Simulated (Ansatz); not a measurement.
## Geometry relaxation, with input and output: C18HN (part 1 of 2)

System: C18HN (slab, 20 atoms in the cell).
Method: DFT r2SCAN-D3(BJ), scalar-relativistic, plane waves, PAW, PAW set soft_1, no spin polarisation (Ansatz 0.2.0).

It belongs to a series of runs on one base structure; here: end point A relaxed. Figures and captions count atoms from 1; the log counts them from 0 in places.

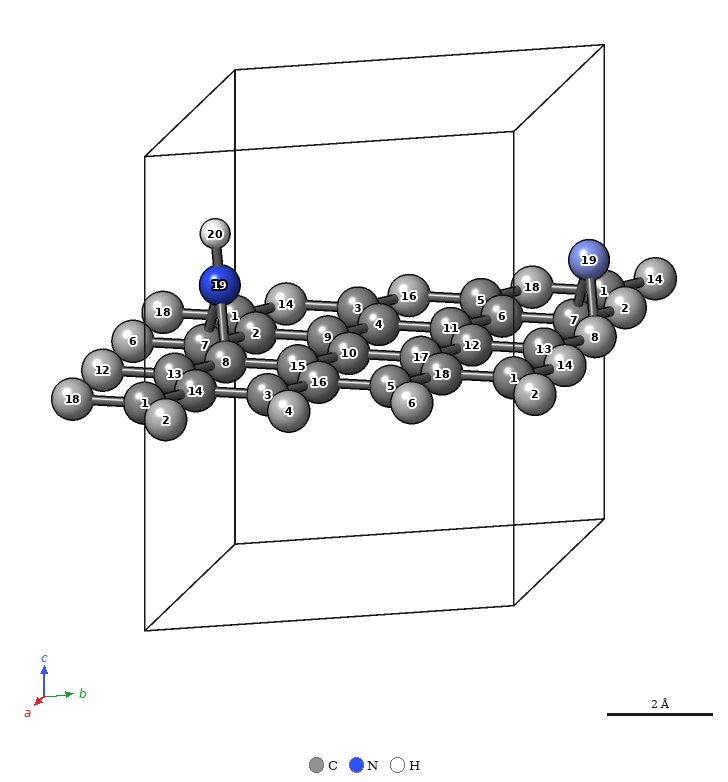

Fig. 1: The starting structure (ball-and-stick view of the cell of the calculation, with the vacuum cut short, seen slightly off an axis; neighbours outside the cell are drawn fainter; atoms are numbered from 1 in the order of the input). An atom can appear more than once, as a periodic image. Near neighbours in the periodic cell (some may lie outside the picture): C has 3 C at 1.42 Å; C has 3 C at 1.42 Å and 1 N at 1.51 to 1.53 Å; N has 2 C at 1.51 to 1.53 Å and 1 H at 1.03 Å; H has 1 N at 1.03 Å.

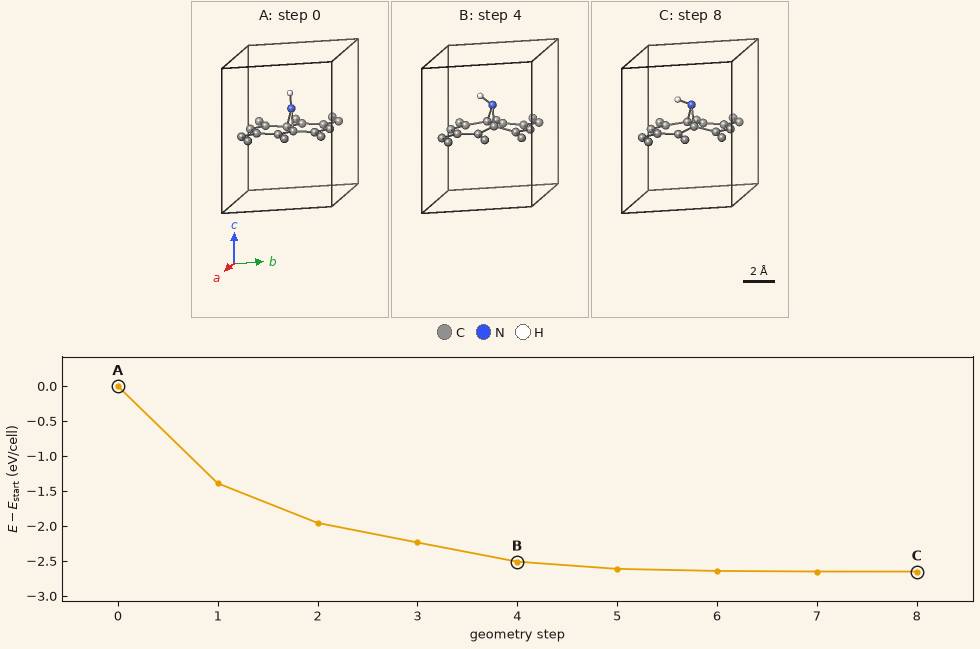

Fig. 2: Frames of the relaxation (ball-and-stick view of the cell of the calculation, with the vacuum cut short (origin shifted), seen slightly off an axis) above the curves, on which the letters mark them (the first geometry is step 0 here and step 1 in the log).

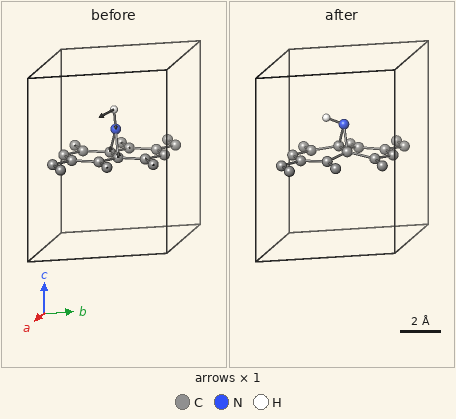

Fig. 3: Before (left) and after (right) the relaxation, at one scale (ball-and-stick view of the cell of the calculation, with the vacuum cut short (origin shifted), seen slightly off an axis). The black arrows give the displacements, at true length. H20 moves most: 0.92 Å. By element the largest moves are H 0.92 Å, C 0.32 Å, N 0.25 Å. The cell stays as it was. Among the contacts that change: C7–C8 1.424 → 1.514 Å, C2–C7 1.424 → 1.468 Å, C8–N19 1.529 → 1.486 Å, C10–C15 1.424 → 1.388 Å. Among the angles that change: C7–N19–H20 152.1° → 107.7°, C8–N19–H20 149.1° → 107.7°, C2–C7–N19 100.1° → 112.3°. After 8 geometry steps the energy has fallen by 2.650 eV per cell of the calculation. Largest force component: 3.9 eV/Å at the start, 0.016 eV/Å at the end. (Atoms are counted from 1 in the order of the input.)

The input and output of the run follow.

Input:
```yaml
crystal:
  lattice:
    - [7.398, 0.0, 0.0]
    - [-3.699, 6.406856, 0.0]
    - [0.0, 0.0, 12.0]
  atoms:
    - { symbol: C, position: [0.0, 0.0, 0.0833333] }
    - { symbol: C, position: [0.2222222, 0.1111111, 0.0833333] }
    - { symbol: C, position: [0.0, 0.3333333, 0.0833333] }
    - { symbol: C, position: [0.2222222, 0.4444444, 0.0833333] }
    - { symbol: C, position: [0.0, 0.6666667, 0.0833333] }
    - { symbol: C, position: [0.2222222, 0.7777778, 0.0833333] }
    - { symbol: C, position: [0.3333333, 0.0, 0.0833333] }
    - { symbol: C, position: [0.5555556, 0.1111111, 0.0833333] }
    - { symbol: C, position: [0.3333333, 0.3333333, 0.0833333] }
    - { symbol: C, position: [0.5555556, 0.4444444, 0.0833333] }
    - { symbol: C, position: [0.3333333, 0.6666667, 0.0833333] }
    - { symbol: C, position: [0.5555556, 0.7777778, 0.0833333] }
    - { symbol: C, position: [0.6666667, 0.0, 0.0833333] }
    - { symbol: C, position: [0.8888889, 0.1111111, 0.0833333] }
    - { symbol: C, position: [0.6666667, 0.3333333, 0.0833333] }
    - { symbol: C, position: [0.8888889, 0.4444444, 0.0833333] }
    - { symbol: C, position: [0.6666667, 0.6666667, 0.0833333] }
    - { symbol: C, position: [0.8888889, 0.7777778, 0.0833333] }
    - { symbol: "N", position: [0.44171, 0.0668309, 0.195] }
    - { symbol: H, position: [0.4445227, 0.0549413, 0.2808333] }
basis:
  ecutwfc: 500.0
kpoints:
  mp_grid: { grid: [2, 2, 1] }
hamiltonian:
  xc: r2scan
  dispersion: d3bj
  pseudopotentials: { kind: paw, azcp: { folder: soft_1 } }
scf:
  occupations: { method: gaussian, width: 0.05 }
  lower_state_search: "off"
relax:
  f_tol: 0.03
  max_steps: 60
  adjacent_minimum: "off"
```

Launch command:
```bash
ansatz run input.yaml --threads 2 --pin off --max-ram 5120MiB --backend cpu --events-out ev --progress --plain --runs-dir out
```

Output:
```
Warning: the engine holds no damping parameters fitted to this dispersion correction and functional, so the run takes those fitted to r2scan beside the three-body term, which d3bj leaves out (hamiltonian.dispersion, under Limitations)
Engine: ansatz 0.2.0, aarch64-unknown-linux-gnu
Pseudopotentials: kind: paw
Pseudopotential: C, paw, valence charge 4, recommended cutoff 500 eV (meta_gga), [file]
Pseudopotential: N, paw, valence charge 5, recommended cutoff 500 eV (meta_gga), [file]
Pseudopotential: H, paw, valence charge 1, recommended cutoff 500 eV (meta_gga), [file]
Functional definition: r2SCAN
  parameter k0 = 0.174
  parameter k1 = 0.065
  parameter a1 = 4.9479
  exchange = r2scan_x(k0 = k0, k1 = k1, a1 = a1)
  correlation = r2scan_c
Crystal: 20 atoms, lattice volume = 568.775 Å³
Basis set: ecut = 500 eV, 14473 PW (Γ), exchange–correlation on 216×216×360 points (64 copies of the dense FFT grid, shifted against one another)
Bands: 59, of which v1, the nominal top of the filled ones, is band 39 counted from 1 (38 counted from 0)
Symmetry: 1 space group operations
Space group: P1 (ITA 1), of the structure as read, at distance tolerance 8.3e-5 Å
k-points: 4
Non-local potential: C, projectors of the file, l = 0: 2, l = 1: 2, l = 2: 1
Non-local potential: N, projectors of the file, l = 0: 2, l = 1: 2, l = 2: 1
Non-local potential: H, projectors of the file, l = 0: 2, l = 1: 1
PAW form: soft (Blöchl's): semilocal exchange-correlation on the pseudo side does not see the compensation charge
PAW frozen core: C, regenerated for the run's functional (the file was generated under x = pbe(κ = 0.804, μ = 0.2195149727645171), c = pbe(β = 0.06672455060314922))
PAW frozen core: N, regenerated for the run's functional (the file was generated under x = pbe(κ = 0.804, μ = 0.2195149727645171), c = pbe(β = 0.06672455060314922))
PAW one-centre angular grid: C, 302 points (default); XC on 219 of its mesh's 2255 points in the sphere
PAW one-centre angular grid: N, 302 points (default); XC on 160 Gauss nodes
PAW one-centre angular grid: H, 302 points (default); XC on 160 Gauss nodes
Initial density: superposition of atomic densities (neutral atoms: chi_scale 0, normalization atom)
Initial wavefunctions: pseudopotential atomic-orbital guess
Functional: x = r2scan, c = r2scan; τ floored in thin density (d = 2e-4 eV/Å³)
SCF iter   1: F=-4920.402264 eV  HF=-4934.208965 eV  |F-HF|=1.38e1  |Δ(HF+E_count)|=         —  Δρ=6.90e-2  dr2=2.44e1  dr2_τ=5.66e0  ethr=3.10e-3  ⟨swp⟩=9.0  Hψ=1401  notcnv=0  defer=23
preconditioner: auto → Resta (q_TF=auto, 1.959 Å⁻¹)  ε∞=1.7  [insulator: Δε(μ)=0.181 eV  Ē_g=16.669 eV  σ=0.050 eV  W_gap=0.99  n_scr=66 (ndim 8)  ℏωp=13.6 eV  f_vac=0.622  D(μ)=0.42/eV (n_scr^D=0)  ε∞_Penn≈1.7  vacuum switching on, ρ_ref=2.0e-2 e/Å³]
SCF iter   2: F=-4924.536373 eV  HF=-4926.588540 eV  |F-HF|=2.05e0  |Δ(HF+E_count)|=    7.62e0  Δρ=3.09e-2  dr2=4.54e0  dr2_τ=2.00e-1  ethr=3.10e-3  ⟨swp⟩=3.5  Hψ=556  notcnv=0  defer=57
SCF iter   3: F=-4923.065985 eV  HF=-4926.627402 eV  |F-HF|=3.56e0  |Δ(HF+E_count)|=   3.89e-2  Δρ=2.22e-2  dr2=4.10e0  dr2_τ=4.17e-1  ethr=3.10e-3  ⟨swp⟩=4.8  Hψ=450  notcnv=0  defer=14
automatic band count: iteration 3 solves 49 bands in place of 59: the levels show a gap, and the empty bands left out lie too high to hold charge; the band table lists the bands solved (type scf.n_extra_bands for more)
SCF iter   4: F=-4925.696106 eV  HF=-4925.708448 eV  |F-HF|=1.23e-2  |Δ(HF+E_count)|=   9.19e-1  Δρ=4.70e-3  dr2=8.03e-2  dr2_τ=4.56e-3  ethr=3.10e-3  ⟨swp⟩=5.0  Hψ=432  notcnv=0  defer=11
SCF iter   5: F=-4925.698918 eV  HF=-4925.731751 eV  |F-HF|=3.28e-2  |Δ(HF+E_count)|=   2.33e-2  Δρ=2.33e-3  dr2=4.16e-2  dr2_τ=3.92e-3  ethr=1.03e-4  ⟨swp⟩=3.2  Hψ=423  notcnv=0  defer=14
automatic band count: iteration 5 solves 47 bands in place of 49: the levels show a gap, and the empty bands left out lie too high to hold charge; the band table lists the bands solved (type scf.n_extra_bands for more)
SCF iter   6: F=-4925.719905 eV  HF=-4925.725755 eV  |F-HF|=5.85e-3  |Δ(HF+E_count)|=   6.00e-3  Δρ=8.73e-4  dr2=7.06e-3  dr2_τ=3.74e-4  ethr=5.34e-5  ⟨swp⟩=2.0  Hψ=304  notcnv=0  defer=2
automatic band count: iteration 6 solves 44 bands in place of 47: the levels show a gap, and the empty bands left out lie too high to hold charge; the band table lists the bands solved (type scf.n_extra_bands for more)
SCF iter   7: F=-4925.724914 eV  HF=-4925.724998 eV  |F-HF|=8.35e-5  |Δ(HF+E_count)|=   7.57e-4  Δρ=1.90e-4  dr2=2.47e-4  dr2_τ=2.04e-5  ethr=9.05e-6  ⟨swp⟩=2.0  Hψ=328  notcnv=0  defer=2
SCF iter   8: F=-4925.724986 eV  HF=-4925.725065 eV  |F-HF|=7.89e-5  |Δ(HF+E_count)|=   6.77e-5  Δρ=1.16e-4  dr2=1.13e-4  dr2_τ=9.26e-6  ethr=3.17e-7  ⟨swp⟩=2.0  Hψ=297  notcnv=0  defer=2
SCF iter   9: F=-4925.725057 eV  HF=-4925.725056 eV  |F-HF|=9.16e-7  |Δ(HF+E_count)|=   9.13e-6  Δρ=2.61e-5  dr2=3.70e-6  dr2_τ=4.93e-7  ethr=2.88e-8  ⟨swp⟩=3.5  Hψ=781  notcnv=0
SCF 1 converged in 9 iterations: F = -4925.725057 eV  dr2 = 3.70e-6
  greatest PAW one-centre occupation: 0.775 electrons in one spin orbital (limit 2), on the N atom at site 18 (counted from 0), in its partial waves of l = 0
relax step   1: F+E_penalty+E_count = -4925.72505708 eV  Δ(F+E_penalty+E_count) = +0.000e0 eV  max|allowed force component| = 3.904e0 eV/Å  Δτ_max = 0.0000 Å  (9 SCF iters, dr2 threshold 2.25e-5 eV, accepted)
Initial density: handed on by an earlier stage of this run
Initial wavefunctions: those handed on with the density
iter 1 solved again at ethr=7.57e-4 eV; its pass at ethr=3.10e-3 eV (dr2=5.90e-1 eV) is discarded
SCF iter   1: F=-4926.950685 eV  HF=-4926.887776 eV  |F-HF|=6.29e-2  |Δ(HF+E_count)|=         —  Δρ=1.44e-2  dr2=5.98e-1  dr2_τ=1.17e0  ethr=7.57e-4  ⟨swp⟩=1.0  Hψ=915  notcnv=0  defer=2
automatic band count: iteration 1 solves 44 bands in place of 59: the levels show a gap, and the empty bands left out lie too high to hold charge; the band table lists the bands solved (type scf.n_extra_bands for more)
preconditioner: auto → Resta (q_TF=auto, 1.959 Å⁻¹)  ε∞=2.2  [insulator: Δε(μ)=0.188 eV  Ē_g=12.331 eV  σ=0.050 eV  W_gap=0.99  n_scr=66 (ndim 8)  ℏωp=13.8 eV  f_vac=0.663  D(μ)=0.32/eV (n_scr^D=0)  ε∞_Penn≈2.2  vacuum switching on, ρ_ref=1.1e-2 e/Å³]
SCF iter   2: F=-4927.097667 eV  HF=-4927.085951 eV  |F-HF|=1.17e-2  |Δ(HF+E_count)|=   1.98e-1  Δρ=6.89e-3  dr2=1.01e-1  dr2_τ=5.33e-3  ethr=7.57e-4  ⟨swp⟩=3.0  Hψ=357  notcnv=0  defer=2
SCF iter   3: F=-4927.100117 eV  HF=-4927.113065 eV  |F-HF|=1.29e-2  |Δ(HF+E_count)|=   2.71e-2  Δρ=2.04e-3  dr2=2.34e-2  dr2_τ=3.01e-3  ethr=1.29e-4  ⟨swp⟩=2.5  Hψ=401  notcnv=0  defer=3
SCF iter   4: F=-4927.112494 eV  HF=-4927.111991 eV  |F-HF|=5.03e-4  |Δ(HF+E_count)|=   1.07e-3  Δρ=6.72e-4  dr2=1.89e-3  dr2_τ=2.18e-4  ethr=3.00e-5  ⟨swp⟩=2.0  Hψ=337  notcnv=0  defer=3
SCF iter   5: F=-4927.113236 eV  HF=-4927.113194 eV  |F-HF|=4.20e-5  |Δ(HF+E_count)|=   1.20e-3  Δρ=1.88e-4  dr2=2.17e-4  dr2_τ=2.75e-5  ethr=2.42e-6  ⟨swp⟩=2.0  Hψ=334  notcnv=0  defer=3
SCF iter   6: F=-4927.113324 eV  HF=-4927.113304 eV  |F-HF|=2.07e-5  |Δ(HF+E_count)|=   1.09e-4  Δρ=6.62e-5  dr2=2.53e-5  dr2_τ=3.28e-6  ethr=2.78e-7  ⟨swp⟩=2.0  Hψ=300  notcnv=0  defer=3
SCF iter   7: F=-4927.113334 eV  HF=-4927.113327 eV  |F-HF|=7.00e-6  |Δ(HF+E_count)|=   2.38e-5  Δρ=3.31e-5  dr2=5.04e-6  dr2_τ=7.17e-7  ethr=3.24e-8  ⟨swp⟩=4.0  Hψ=615  notcnv=0
SCF 2 converged in 7 iterations: F = -4927.113334 eV  dr2 = 5.04e-6
[...]
  greatest PAW one-centre occupation: 0.778 electrons in one spin orbital (limit 2), on the N atom at site 18 (counted from 0), in its partial waves of l = 0
relax step   2: F+E_penalty+E_count = -4927.11333449 eV  Δ(F+E_penalty+E_count) = -1.388e0 eV  max|allowed force component| = 2.440e0 eV/Å  Δτ_max = 0.1949 Å  (7 SCF iters, dr2 threshold 1.00e-4 eV, accepted)
automatic band count: iteration 1 solves 44 bands in place of 59: the levels show a gap, and the empty bands left out lie too high to hold charge; the band table lists the bands solved (type scf.n_extra_bands for more)
preconditioner: auto → Resta (q_TF=auto, 1.959 Å⁻¹)  ε∞=2.2  [insulator: Δε(μ)=0.329 eV  Ē_g=12.445 eV  σ=0.050 eV  W_gap=1.00  n_scr=66 (ndim 8)  ℏωp=13.8 eV  f_vac=0.664  D(μ)=0.00/eV (n_scr^D=0)  ε∞_Penn≈2.2  vacuum switching on, ρ_ref=1.1e-2 e/Å³]
  greatest PAW one-centre occupation: 0.795 electrons in one spin orbital (limit 2), on the N atom at site 18 (counted from 0), in its partial waves of l = 0
relax step   3: F+E_penalty+E_count = -4927.67902809 eV  Δ(F+E_penalty+E_count) = -5.657e-1 eV  max|allowed force component| = 1.862e0 eV/Å  Δτ_max = 0.1949 Å  (6 SCF iters, dr2 threshold 1.00e-4 eV, accepted)
automatic band count: iteration 1 solves 44 bands in place of 59: the levels show a gap, and the empty bands left out lie too high to hold charge; the band table lists the bands solved (type scf.n_extra_bands for more)
preconditioner: auto → Resta (q_TF=auto, 1.959 Å⁻¹)  ε∞=2.2  [insulator: Δε(μ)=0.283 eV  Ē_g=12.457 eV  σ=0.050 eV  W_gap=1.00  n_scr=66 (ndim 8)  ℏωp=13.8 eV  f_vac=0.664  D(μ)=0.00/eV (n_scr^D=0)  ε∞_Penn≈2.2  vacuum switching on, ρ_ref=1.1e-2 e/Å³]
  greatest PAW one-centre occupation: 0.804 electrons in one spin orbital (limit 2), on the N atom at site 18 (counted from 0), in its partial waves of l = 0
relax step   4: F+E_penalty+E_count = -4927.95925938 eV  Δ(F+E_penalty+E_count) = -2.802e-1 eV  max|allowed force component| = 1.937e0 eV/Å  Δτ_max = 0.1903 Å  (6 SCF iters, dr2 threshold 1.00e-4 eV, accepted)
automatic band count: iteration 1 solves 44 bands in place of 59: the levels show a gap, and the empty bands left out lie too high to hold charge; the band table lists the bands solved (type scf.n_extra_bands for more)
preconditioner: auto → Resta (q_TF=auto, 1.959 Å⁻¹)  ε∞=2.2  [insulator: Δε(μ)=0.269 eV  Ē_g=12.391 eV  σ=0.050 eV  W_gap=1.00  n_scr=66 (ndim 8)  ℏωp=13.8 eV  f_vac=0.664  D(μ)=0.01/eV (n_scr^D=0)  ε∞_Penn≈2.2  vacuum switching on, ρ_ref=1.1e-2 e/Å³]
  greatest PAW one-centre occupation: 0.814 electrons in one spin orbital (limit 2), on the N atom at site 18 (counted from 0), in its partial waves of l = 0
relax step   5: F+E_penalty+E_count = -4928.23326613 eV  Δ(F+E_penalty+E_count) = -2.740e-1 eV  max|allowed force component| = 1.463e0 eV/Å  Δτ_max = 0.1950 Å  (6 SCF iters, dr2 threshold 1.00e-4 eV, accepted)
automatic band count: iteration 1 solves 44 bands in place of 59: the levels show a gap, and the empty bands left out lie too high to hold charge; the band table lists the bands solved (type scf.n_extra_bands for more)
preconditioner: auto → Resta (q_TF=auto, 1.959 Å⁻¹)  ε∞=2.2  [insulator: Δε(μ)=0.308 eV  Ē_g=12.438 eV  σ=0.050 eV  W_gap=1.00  n_scr=66 (ndim 8)  ℏωp=13.8 eV  f_vac=0.664  D(μ)=0.00/eV (n_scr^D=0)  ε∞_Penn≈2.2  vacuum switching on, ρ_ref=1.1e-2 e/Å³]
  greatest PAW one-centre occupation: 0.817 electrons in one spin orbital (limit 2), on the N atom at site 18 (counted from 0), in its partial waves of l = 0
relax step   6: F+E_penalty+E_count = -4928.33645324 eV  Δ(F+E_penalty+E_count) = -1.032e-1 eV  max|allowed force component| = 8.400e-1 eV/Å  Δτ_max = 0.1649 Å  (6 SCF iters, dr2 threshold 1.00e-4 eV, accepted)
automatic band count: iteration 1 solves 44 bands in place of 59: the levels show a gap, and the empty bands left out lie too high to hold charge; the band table lists the bands solved (type scf.n_extra_bands for more)
preconditioner: auto → Resta (q_TF=auto, 1.959 Å⁻¹)  ε∞=2.2  [insulator: Δε(μ)=0.260 eV  Ē_g=12.405 eV  σ=0.050 eV  W_gap=1.00  n_scr=66 (ndim 8)  ℏωp=13.8 eV  f_vac=0.664  D(μ)=0.01/eV (n_scr^D=0)  ε∞_Penn≈2.2  vacuum switching on, ρ_ref=1.1e-2 e/Å³]
  greatest PAW one-centre occupation: 0.822 electrons in one spin orbital (limit 2), on the N atom at site 18 (counted from 0), in its partial waves of l = 0
relax step   7: F+E_penalty+E_count = -4928.36582859 eV  Δ(F+E_penalty+E_count) = -2.938e-2 eV  max|allowed force component| = 5.122e-1 eV/Å  Δτ_max = 0.0965 Å  (5 SCF iters, dr2 threshold 1.00e-4 eV, accepted)
automatic band count: iteration 1 solves 44 bands in place of 59: the levels show a gap, and the empty bands left out lie too high to hold charge; the band table lists the bands solved (type scf.n_extra_bands for more)
preconditioner: auto → Resta (q_TF=auto, 1.959 Å⁻¹)  ε∞=2.2  [insulator: Δε(μ)=0.294 eV  Ē_g=12.432 eV  σ=0.050 eV  W_gap=1.00  n_scr=66 (ndim 8)  ℏωp=13.8 eV  f_vac=0.664  D(μ)=0.00/eV (n_scr^D=0)  ε∞_Penn≈2.2  vacuum switching on, ρ_ref=1.1e-2 e/Å³]
  greatest PAW one-centre occupation: 0.821 electrons in one spin orbital (limit 2), on the N atom at site 18 (counted from 0), in its partial waves of l = 0
```
